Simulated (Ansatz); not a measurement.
# One shape, several levels: HS (SMILES [SH])

Aim: a comparison of 6 runs (U-wB97X/3-21G, UB3LYP/3-21G, U-r2SCAN0/cc-pVDZ, U-revPBE/cc-pVDZ, U-wB97X/cc-pVDZ, UB2PLYP/cc-pVDZ) of HS. 

The calculation is run with Ansatz 0.2.0.

55 further runs of the same task are left out: 2 that didn't finish, 53 set aside as unsound or not needed.

### Step 1. The structure to begin with

HS: 2 atoms, total charge 0, spin state doublet. As SMILES, `[SH]`. The H2–S1 distance was set to 3.326 Å, away from the relaxed value.

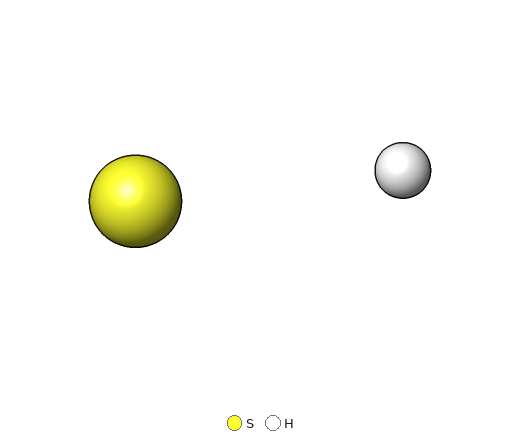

Viewed from a chosen angle; sulfur yellow, hydrogen white.

### Step 2. A single-point energy at U-wB97X/3-21G (run 1)

The input, job.yaml:

```yaml
basis:
  gaussian:
    orbitals: 3-21G.json
crystal:
  periodic: [false, false, false]
  atoms:
    - {symbol: S, position_ang: [2.272080, -0.742693, 1.168381]}
    - {symbol: H, position_ang: [-0.568010, 0.185670, -0.292090]}
total_charge: 0
magnetization:
  spin_polarized: true
  initial_magnetization: 1
hamiltonian:
  xc: {name: wB97X}
accuracy: high
```

The basis set 3-21G is read from a file made from the Basis Set Exchange's data (not shown).

Run with:

```
$ ansatz run job.yaml --threads 1 --pin off --max-ram 2610MiB --events-out events.jsonl --progress --plain --runs-dir runs
```

Output:

```text
Warning: RAYON_NUM_THREADS=1 ignored (pool sized by the plan → 1); use --threads N
Functional definition: wB97X
  name "wB97X"
  parameter omega = 0.3/bohr
  parameter cx = 0.157706
  parameter cx1 = 0.726479
  parameter cx2 = 1.04760
  parameter cx3 = -5.70635
  parameter cx4 = 13.2794
  parameter css1 = -4.33879
  parameter css2 = 18.2308
  parameter css3 = -31.7430
  parameter css4 = 17.2901
  parameter cos1 = 2.37031
  parameter cos2 = -11.3995
  parameter cos3 = 6.58405
  parameter cos4 = -3.78132
  exchange = spin_sum(e_x_unif_sr(omega)*poly(b97_u_x, 1 - cx, cx1, cx2, cx3, cx4)) + cx*exact_x_sr(omega)
      + exact_x_lr(omega)
  correlation = spin_sum(e_c_pw_same_spin*poly(b97_u_same, 1, css1, css2, css3, css4))
      + integral(e_c_pw_opposite_spin*poly(b97_u_opposite, 1, cos1, cos2, cos3, cos4))
258 factors; integrals over basis functions are off by at most 3.6e-9 eV
107 factors; integrals over basis functions are off by at most 1.8e-9 eV
mean field evaluation 1: about -10785.8354 eV, gradient 1.3e1 eV
mean field evaluation 2: about -10780.7150 eV, gradient 2.7e1 eV
mean field evaluation 4: about -10790.6433 eV, gradient 5.5e0 eV
mean field evaluation 8: about -10790.6434 eV, gradient 5.5e0 eV
mean field evaluation 16: about -10793.0218 eV, gradient 2.1e-1 eV
mean field evaluation 32: about -10792.5561 eV, gradient 3.7e-1 eV
mean field evaluation 64: about -10793.0222 eV, gradient 2.3e-8 eV
mean field -10793.02222945 eV, -396.6362511591 hartree, gradient 2.3e-8 eV, S^2 1.735818; 6 other end points of the search recorded, 0 dependent functions left out
reference -10793.02222933 eV, -396.6362511547 hartree; 9, 8 occupied and 6, 7 virtual orbitals, 258 factors
Total energy: -10793.02222933 eV, -396.6362511547 hartree
```

Wall time 14 s (1 thread of Arm Neoverse V2, shared host); peak memory 0.22 GiB.

### Step 3. The energy at UB3LYP/3-21G (run 2)

The input, run.yaml:

```yaml
crystal:
  periodic: [false, false, false]
  atoms:
    - {symbol: S, position_ang: [2.272080, -0.742693, 1.168381]}
    - {symbol: H, position_ang: [-0.568010, 0.185670, -0.292090]}
basis:
  gaussian:
    orbitals: 3-21G.json
magnetization:
  spin_polarized: true
  initial_magnetization: 1
hamiltonian:
  xc: {name: B3LYP}
accuracy: high
```

The basis set 3-21G is read from a file made from the Basis Set Exchange's data (not shown).

Run with:

```
$ ansatz run run.yaml --threads 1 --pin off --max-ram 2610MiB --events-out events.jsonl --progress --plain --runs-dir runs
```

Output:

```text
Warning: RAYON_NUM_THREADS=1 ignored (pool sized by the plan → 1); use --threads N
Functional definition: B3LYP
  name "B3LYP"
  parameter a0 = 0.2
  parameter ax = 0.72
  parameter ac = 0.81
  exchange = (1 - a0 - ax)*slater_x + ax*b88_x + a0*exact_x
  correlation = (1 - ac)*vwn_rpa_c + ac*lyp_c
258 factors; integrals over basis functions are off by at most 3.6e-9 eV
mean field evaluation 1: about -10786.5984 eV, gradient 1.5e1 eV
mean field evaluation 2: about -10776.2275 eV, gradient 3.3e1 eV
mean field evaluation 4: about -10782.9597 eV, gradient 2.1e1 eV
mean field evaluation 8: about -10793.7265 eV, gradient 2.2e-1 eV
mean field evaluation 16: about -10793.6886 eV, gradient 2.3e0 eV
mean field evaluation 32: about -10793.7275 eV, gradient 2.2e-8 eV
mean field evaluation 64: about -10793.2312 eV, gradient 2.2e-1 eV
mean field -10793.72751899 eV, -396.6621700717 hartree, gradient 2.2e-8 eV, S^2 1.711497; 8 other end points of the search recorded, 0 dependent functions left out
reference -10793.72754498 eV, -396.6621710269 hartree; 9, 8 occupied and 6, 7 virtual orbitals, 258 factors
Total energy: -10793.72754498 eV, -396.6621710269 hartree
```

Run time: 2.7 s. Hardware: 1 thread of Arm Neoverse V2, shared host.

Runs 3 to 4 aren't shown in full; the table further down has their settings and results.

### Step 4. The energy at U-wB97X/cc-pVDZ (run 5)

The input, run.yaml:

```yaml
crystal:
  periodic: [false, false, false]
  atoms:
    - {symbol: S, position_ang: [2.272080, -0.742693, 1.168381]}
    - {symbol: H, position_ang: [-0.568010, 0.185670, -0.292090]}
basis:
  gaussian: {orbitals: cc-pVDZ}
magnetization: {spin_polarized: true, initial_magnetization: 1}
hamiltonian: {xc: {name: wB97X}}
accuracy: high
```

Run with:

```
$ ansatz run run.yaml --threads 1 --pin off --max-ram 2610MiB --events-out events.jsonl --progress --plain --runs-dir runs
```

Output, shortened:

```text
Warning: RAYON_NUM_THREADS=1 ignored (pool sized by the plan → 1); use --threads N
[... 2 set-up lines as earlier in the session ...]
[...]
      + exact_x_lr(omega)
[...]
      + integral(e_c_pw_opposite_spin*poly(b97_u_opposite, 1, cos1, cos2, cos3, cos4))
382 factors; integrals over basis functions are off by at most 3.1e-9 eV
126 factors; integrals over basis functions are off by at most 1.3e-9 eV
[...]
mean field -10846.53235188 eV, -398.6027118880 hartree, gradient 2.3e-8 eV, S^2 1.738129; 6 other end points of the search recorded, 0 dependent functions left out
reference -10846.53235202 eV, -398.6027118930 hartree; 9, 8 occupied and 14, 15 virtual orbitals, 382 factors
Total energy: -10846.53235202 eV, -398.6027118930 hartree
```

It took 22 s on 1 thread of Arm Neoverse V2, shared host; peak memory 0.21 GiB.

### Step 5. A single-point energy at UB2PLYP/cc-pVDZ (run 6)

The input, input.yaml:

```yaml
crystal:
  periodic: [false, false, false]
  atoms:
    - {symbol: S, position_ang: [2.272080, -0.742693, 1.168381]}
    - {symbol: H, position_ang: [-0.568010, 0.185670, -0.292090]}
basis:
  gaussian: {orbitals: cc-pVDZ}
hamiltonian: {xc: {name: B2PLYP}}
total_charge: 0
accuracy: high
correlation: {frozen_orbitals: {H: 0, S: 5}}
magnetization: {spin_polarized: true, initial_magnetization: 1}
```

Run with:

```
$ ansatz run input.yaml --threads 1 --pin off --max-ram 2610MiB --events-out events.jsonl --progress --plain --runs-dir runs
```

Output, shortened:

```text
Warning: RAYON_NUM_THREADS=1 ignored (pool sized by the plan → 1); use --threads N
Functional definition: B2PLYP
  name "B2PLYP"
[...]
382 factors; integrals over basis functions are off by at most 3.1e-9 eV
[...]
mean field -10842.24870254 eV, -398.4452906783 hartree, gradient 1.2e-8 eV, S^2 1.735112; 12 other end points of the search recorded, 0 dependent functions left out
5 core orbitals not correlated: weight in the atoms' cores, before any rotation towards them, 1.000 or more for the frozen orbitals, at most 0.000 for the correlated occupied ones
reference -10842.24872099 eV, -398.4452913563 hartree; 4, 3 occupied and 14, 15 virtual orbitals, 382 factors
second order -2.82978161 eV of doubles, -0.00000000 eV of singles
Total energy: -10843.01276203 eV, -398.4733693465 hartree
```

It took 7.5 s on 1 thread of Arm Neoverse V2, shared host; peak memory 0.096 GiB.

### Step 6. Overview of the runs

```csv
run,level,frozen core orbitals,energy (Eh),⟨S²⟩,wall time
1,U-wB97X/3-21G,–,-396.636251,1.736,14 s
2,UB3LYP/3-21G,–,-396.662171,1.711,2.7 s
3,U-r2SCAN0/cc-pVDZ,–,-398.579123,1.728,15 s
4,U-revPBE/cc-pVDZ,–,-398.539021,1.709,6 s
5,U-wB97X/cc-pVDZ,–,-398.602712,1.738,22 s
6,UB2PLYP/cc-pVDZ,5,-398.473369,1.735,7.5 s
```

### Step 7. Outcome

```
           quantity          value
run 6: total energy  -398.47337 Eh
        run 6: ⟨S²⟩          1.735
```

What this shows: Totals of different functionals can't be ranked against each other. Spin contamination of the reference: run 5 ⟨S²⟩ = 1.74, run 1 ⟨S²⟩ = 1.74, run 6 ⟨S²⟩ = 1.74, run 3 ⟨S²⟩ = 1.73, run 2 ⟨S²⟩ = 1.71, run 4 ⟨S²⟩ = 1.71. Where it is this large, the reference is a mixture of spin states, and values that rest on it are in doubt. All runs together took 67 s, the longest 22 s.
